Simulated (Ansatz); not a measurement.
# CH₃BZn: what the fields show

```xyz
6

C    -0.2190    0.6051    0.2777
B    -1.5374    0.3390    0.4001
Zn   -0.0245   -0.8271   -1.0606
H     0.7230    1.1083    0.4712
H    -2.6764   -0.0034    0.4049
H     0.3045   -1.9029   -2.1159
```

Geometry: PBE0-D3(BJ)/def2-SVP.

Level of theory: isolated molecule in a Gaussian basis; Kohn-Sham density functional theory, functional PBE0 (Ansatz).

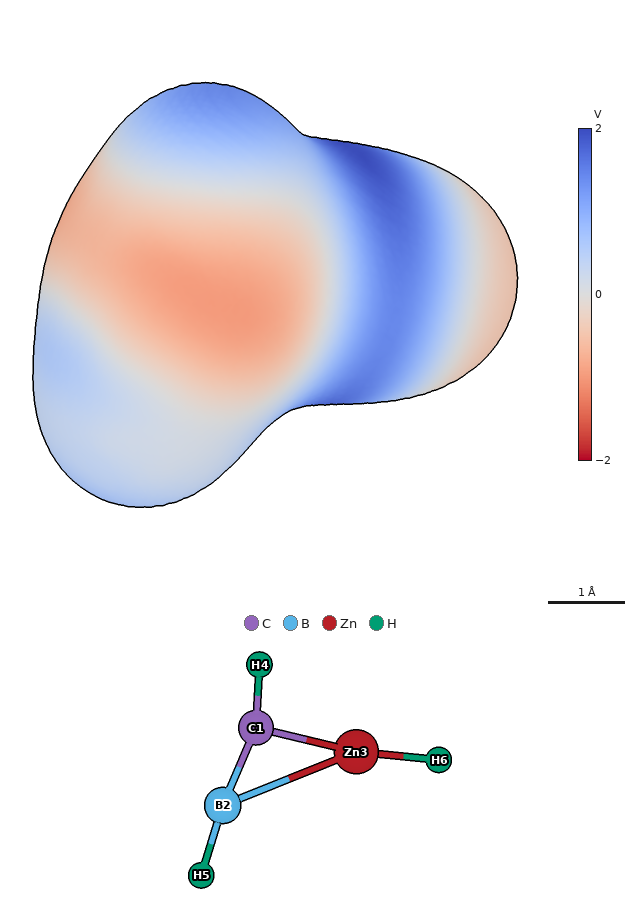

Figure 1. The electrostatic potential painted on the density surface at 0.002 e/bohr³, seen at a tilt; the colour scale runs from red (negative) to blue (positive). The bare structure is drawn below in the same view.

Where is the surface potential most negative and most positive?

Answer. The most negative region (about −1.0 V) lies over the π face of C1, the most positive (about +1.9 V) over Zn3.

What dipole moment does the calculation give?

Answer. Its dipole moment is 0.16 D.

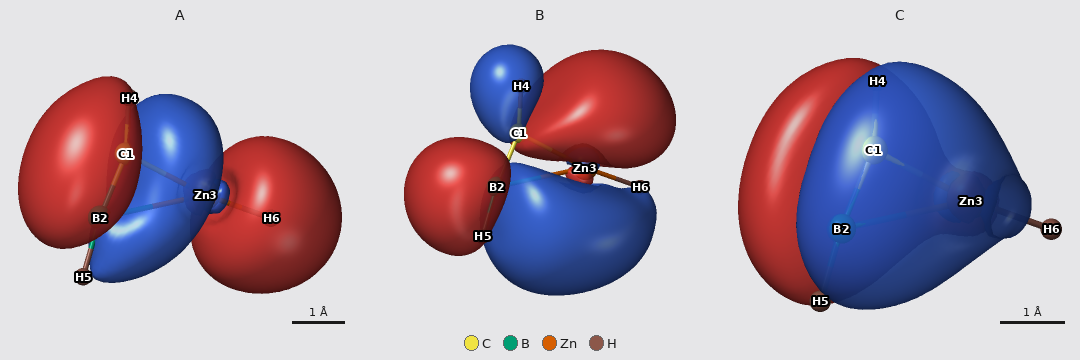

Figure 2. Three frontier orbitals at ±0.06 Å⁻³ᐟ² (red and blue are the two phases), in no order.

Order the three orbitals by energy and name them.

Answer. A is the HOMO−1 (−8.00 eV). It lies mainly on C1 (about 35 %), H6 (about 25 %), Zn3 (about 20 %) and B2 (about 15 %); it is symmetric in the molecular plane (an in-plane orbital: σ, lone-pair or in-plane π type). C is the HOMO (−6.98 eV). It lies mainly on C1 (about 50 %), B2 (about 35 %) and Zn3 (about 10 %); it changes sign across the molecular plane (π type); π-bonding across C1–B2 and B2–Zn3. B is the LUMO (−1.44 eV). By Hirshfeld shares it lies mainly on Zn3 (about 50 %), B2 (about 25 %) and C1 (about 10 %).

What is the HOMO–LUMO gap?

Answer. 5.54 eV between the orbital energies.

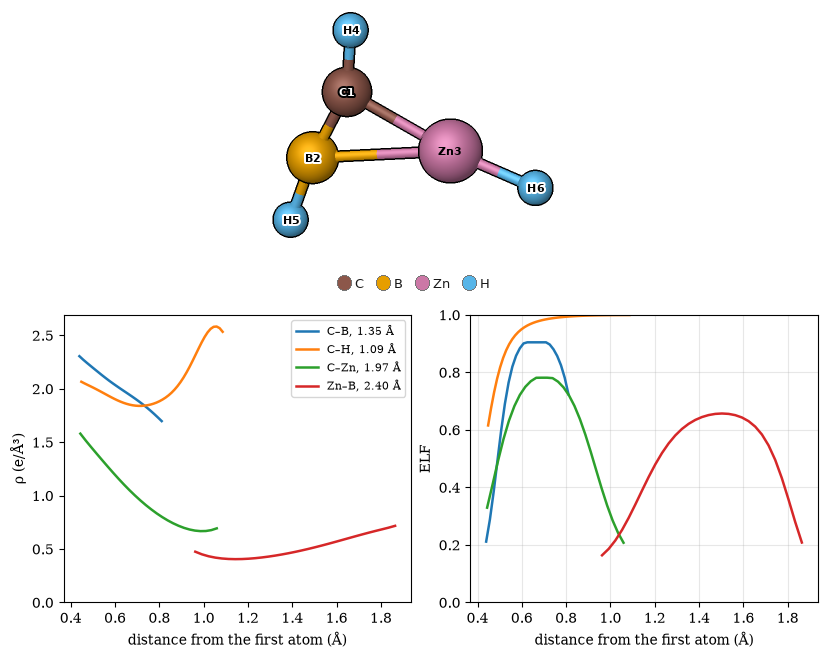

Figure 3. Total electron density and ELF along straight lines between neighbouring atoms. The curves leave out the atomic cores. The structure is drawn too.

Compare the contacts.

Answer. C–B (1.35 Å): ρ is about 1.9 e/Å³ halfway; the ELF peaks at about 0.90 between the atoms: localised, covalent bonding.
C–H (1.09 Å): ρ at the midpoint is about 2 e/Å³; the ELF climbs to about 1 towards the hydrogen, as it does in any bond to H (an ordinary covalent bond to hydrogen).
C–Zn (1.97 Å): ρ at the midpoint is about 0.67 e/Å³; the ELF peaks at about 0.80 in the valence shell of C, 0.7 Å from its nucleus, and is about 0.35 at the midpoint.
Zn–B (2.40 Å): the density is about 0.41 e/Å³ at the midpoint; the ELF peaks at about 0.65 in the valence shell of B, 0.9 Å from its nucleus, and is about 0.50 at the midpoint.
